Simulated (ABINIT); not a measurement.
# GaN (F-43m): G0W0 in ABINIT against the bands in the screening, part 2 of 2

Wanted: the cheapest bands in the screening that holds the gap of GaN (F-43m).

ABINIT 10.8.3; PBE and many-body steps on it, plane waves. Known limits of the many-body steps: not at the basis limit; exchange with frozen shells missing; no spin-orbit coupling.

So far. Step 2 (Screening, 6×6×6 mesh, 17 bands, screening to 261.2 eV): Local fields lower ε∞ by 7 %. Step 5 (33 bands): The gap on the mesh goes from 1.76 eV to 2.13 eV, a correction of +0.37 eV.

## 7. 114 bands

This step: G0W0 on PBE, plane waves, norm-conserving pseudopotentials.

run.abi reads:

```
acell 3*1.0 Angstrom
rprim 
  0.000000000000 2.253500607500 2.253500607500
  2.253500607500 0.000000000000 2.253500607500
  2.253500607500 2.253500607500 0.000000000000
ntypat 2
znucl 31 7
natom 2
typat 1 2
xred 
  0.000000000000 0.000000000000 0.000000000000
  0.750000000000 0.750000000000 0.750000000000
pp_dirpath "pseudos"
pseudos "Ga.upf, N.upf"
ecut 36
ngkpt 6 6 6
nshiftk 1
shiftk 0 0 0
kptopt 1
chksymbreak 0
istwfk *1
occopt 1
irdwfk 1
optdriver 4
nband 114
gwcalctyp 0
ecutsigx 36
symsigma 1
nkptgw 1
kptgw 
  0.0000000000 0.0000000000 0.0000000000
bdgw 
  7 13
ecuteps 9.6
irdscr 1
ppmodel 1
indata_prefix "in"
outdata_prefix "out"
tmpdata_prefix "tmp"
```

Run with:

```sh
$ OMP_NUM_THREADS=1 mpirun -n 8 abinit run.abi > log
```

What it wrote:

```text
.Version 10.8.3 of ABINIT. v10.8.2 released Aug 2026.

 Symmetries : space group F-4 3 m (#216); Bravais cF (face-center cubic)
[... echo of the input left out ...]
== DATASET  1 ==================================================================
-   mpi_nproc: 8, omp_nthreads: 1 (-1 if OMP is not activated)

--- !DatasetInfo
iteration_state: {dtset: 1, }
dimensions: {natom: 2, nkpt: 16, mband: 114, nsppol: 1, nspinor: 1, nspden: 1, mpw: 1639, }
cutoff_energies: {ecut:  36.0, pawecutdg:  -1.0, }
[...]
11  15.678 -12.135  -7.192  -4.880   0.833  -0.201 -12.082   0.053  15.731
       12  15.678 -12.135  -7.192  -4.880   0.833  -0.201 -12.082   0.053  15.731
       13  15.678 -12.135  -7.192  -4.880   0.833  -0.201 -12.082   0.053  15.731

== END DATASET(S) ==============================================================
================================================================================

 -outvars: echo values of variables after computation  --------
           etotal      0.0000000000E+00
            nband         114
             nkpt          16
          spgroup         216
 [... the other variables as echoed above ...]

 Calculation completed.
```

Elapsed: 5.7 s, on 8 MPI ranks of Arm Neoverse V2, shared host; peak memory 1.2 GiB.

This step gave:

- G0W0 gap on the points computed: 2.107 eV
- starting gap on the mesh: 1.759 eV
- k of the valence top: 0, 0, 0
- k of the conduction bottom: 0, 0, 0
- least direct G0W0 gap on the computed points: 2.107 eV

Against the run before, the gap moves by −0.021 eV.

## 8. Screening, 6×6×6 mesh, 252 bands, screening to 261.2 eV

This step: RPA screening on PBE, plane waves, norm-conserving pseudopotentials.

run.abi, as its differences from that of step 7:

```diff
@@ -23,15 +23,8 @@
 irdwfk 1
-optdriver 4
-nband 114
-gwcalctyp 0
-ecutsigx 36
-symsigma 1
-nkptgw 1
-kptgw 
-  0.0000000000 0.0000000000 0.0000000000
-bdgw 
-  7 13
+optdriver 3
+nband 252
 ecuteps 9.6
-irdscr 1
-ppmodel 1
+inclvkb 2
+awtr 1
+symchi 1
 indata_prefix "in"
```

What it wrote:

```text
.Version 10.8.3 of ABINIT. v10.8.2 released Aug 2026.

 Symmetries : space group F-4 3 m (#216); Bravais cF (face-center cubic)
[... echo of the input left out ...]
== DATASET  1 ==================================================================
-   mpi_nproc: 8, omp_nthreads: 1 (-1 if OMP is not activated)

--- !DatasetInfo
iteration_state: {dtset: 1, }
dimensions: {natom: 2, nkpt: 16, mband: 252, nsppol: 1, nspinor: 1, nspden: 1, mpw: 1639, }
cutoff_energies: {ecut:  36.0, pawecutdg:  -1.0, }
[...]
--------------------------------------------------------------------------------
[... chi0 elements left out ...]
 For q-point:  0.000010 0.000020 0.000030
  dielectric constant =   6.3945
  dielectric constant without local fields =   6.8942

  Average fulfillment of the sum rule on Im[epsilon] for q-point    1 :    124.72  [%]
[... wings left out ...]
  q-point number  2        q = ( 0.166667, 0.000000, 0.000000) [r.l.u.]
--------------------------------------------------------------------------------
[... chi0 elements left out ...]
  Average fulfillment of the sum rule on Im[epsilon] for q-point    2 :    157.16  [%]

 [... 14 further q-points ...]
```

Run time: 1.7 min. Hardware: 8 MPI ranks; peak memory 2.3 GiB.

Numbers from this step:

- ε∞ with local fields, on this mesh, along the program's q direction: 6.394
- the same without local fields: 6.894
- plasma frequency: 32.93 eV
- plane waves in the screening matrix: 229

## 9. 252 bands

This step: G0W0 on PBE, plane waves, norm-conserving pseudopotentials.

run.abi, as its differences from that of step 8:

```diff
@@ -23,8 +23,15 @@
 irdwfk 1
-optdriver 3
-nband 252
+optdriver 4
+nband 114
+gwcalctyp 0
+ecutsigx 36
+symsigma 1
+nkptgw 1
+kptgw 
+  0.0000000000 0.0000000000 0.0000000000
+bdgw 
+  7 13
 ecuteps 9.6
-inclvkb 2
-awtr 1
-symchi 1
+irdscr 1
+ppmodel 1
 indata_prefix "in"
```

What it wrote:

```text
.Version 10.8.3 of ABINIT. v10.8.2 released Aug 2026.

 Symmetries : space group F-4 3 m (#216); Bravais cF (face-center cubic)
[... echo of the input left out ...]
== DATASET  1 ==================================================================
-   mpi_nproc: 8, omp_nthreads: 1 (-1 if OMP is not activated)

--- !DatasetInfo
iteration_state: {dtset: 1, }
dimensions: {natom: 2, nkpt: 16, mband: 114, nsppol: 1, nspinor: 1, nspden: 1, mpw: 1639, }
cutoff_energies: {ecut:  36.0, pawecutdg:  -1.0, }
[...]
11  15.678 -12.135  -7.192  -4.921   0.837  -0.194 -12.116   0.019  15.697
       12  15.678 -12.135  -7.192  -4.921   0.837  -0.194 -12.116   0.019  15.697
       13  15.678 -12.135  -7.192  -4.921   0.837  -0.194 -12.116   0.019  15.697

== END DATASET(S) ==============================================================
================================================================================

 -outvars: echo values of variables after computation  --------
           etotal      0.0000000000E+00
            nband         114
             nkpt          16
          spgroup         216
 [... the other variables as echoed above ...]

 Calculation completed.
```

The job ended after 5.6 s (8 MPI ranks; peak memory 1.2 GiB).

This step gave:

- G0W0 gap on the points computed: 2.109 eV
- starting gap on the mesh: 1.759 eV
- k of the valence top: 0, 0, 0
- k of the conduction bottom: 0, 0, 0
- least direct G0W0 gap on the computed points: 2.109 eV

Against the run before, the gap moves by +0.002 eV.

## 10. The runs together

Times are wall times on 8 MPI ranks of Arm Neoverse V2, shared host, good to a factor of about two. A run's time includes the screening step that it read.

```
      run   mesh  bands  screening cutoff (eV)  DFT gap (eV)  gap on the mesh (eV)  direct (eV)  ε∞ used     time
 17 bands  6×6×6    114                  261.2         1.759                 2.268        2.268     6.24     11 s
 33 bands  6×6×6    114                  261.2         1.759                 2.128        2.128     6.33     18 s
114 bands  6×6×6    114                  261.2         1.759                 2.107        2.107     6.39     55 s
252 bands  6×6×6    114                  261.2         1.759                 2.109        2.109     6.39  1.8 min
```

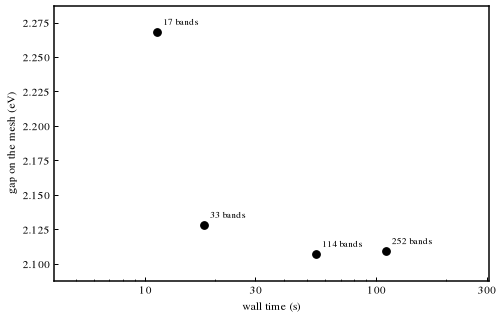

Result against wall time.

## 11. What came out

```json
{
  "17 bands": "2.268 eV",
  "33 bands": "2.128 eV",
  "114 bands": "2.107 eV",
  "252 bands": "2.109 eV",
  "known limits": "not at the basis limit; exchange with frozen shells missing; no spin-orbit coupling"
}
```

**Reading.** The setting moved: bands in the screening. From 17 bands to 252 bands the gap moves by −0.16 eV, for 9.8 times the time. It holds to 0.03 eV from 33 bands on. Bands and screening cutoff are coupled, so a series along one setting does not show full convergence. Bands and cutoff are finite, so the gap is not at the basis limit. The miss can reach some tenths of an eV and take either sign; the mesh is an error of its own. In the G0W0 runs levels were corrected at 1 k point alone, so a gap called «on the mesh» is the least over those, and an edge elsewhere would be missed. The norm-conserving file of at least one element keeps a d shell over frozen s and p shells of the same row. Exchange with those shells is missing from the self-energy, an error of 0.3 to 0.9 eV in cases checked, whose sign depends on which edge lies on those atoms. The many-body steps are scalar-relativistic: spin-orbit coupling is not in them.

[Paths, hosts, dates, memory and timing lines, banners, echoed tables and standing remarks are left out of the program output.]

[Logs are printed without paths, hosts, clocks, repeated set-up lines and the standing remarks that a program may print on its own settings, such as how far it seeks lower states.]

[Runs of the session that timed out or met a known fault of the program may be left out.]

[Hosts, paths, dates, database ids (printed as entryN), source tags and the programs' standing remarks are cut or masked in the printed files.]

[G0W0 gaps are taken among the corrected bands and points alone; a level outside them can change the order at an edge.]

[Where Ansatz stands beside ABINIT at settings called matched, ABINIT's density can come from a denser mesh and the files from another edition; pairs whose starting gaps differed by over 0.03 eV were left out, so agreement reads better than it is.]
